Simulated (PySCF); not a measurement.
```csv
atom,x (Å),y (Å),z (Å)
Si,0.0000,0.0000,-1.0934
P,0.0000,0.0000,0.9876
```

The calculation used PySCF 2.14.0, PBE0/x2c-SVPall, spin-free X2C-1e, Gaussian nucleus, at a bond length of 2.081 Å.

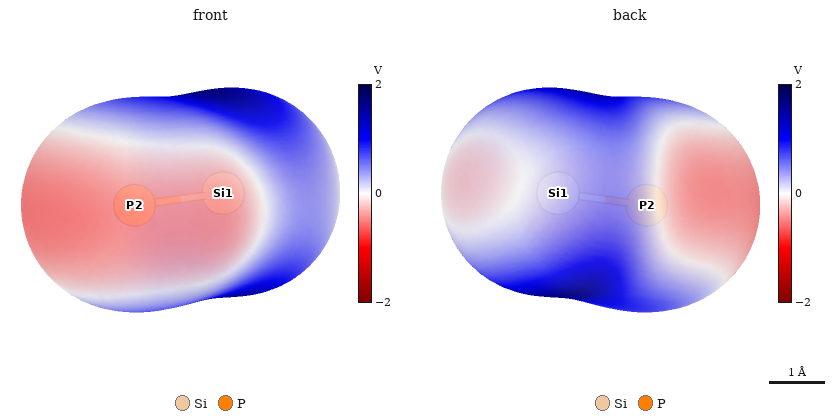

SiP (doublet). The electrostatic potential painted on the density surface at 0.002 e/bohr³, seen from the front and from behind; red is negative and blue positive.

Which sites attract a positive test charge, and which a negative one?

A positive charge is drawn to the negative regions and a negative charge to the positive ones. The most negative region (about −0.5 V) lies over P2, the most positive (about +1.7 V) over Si1.
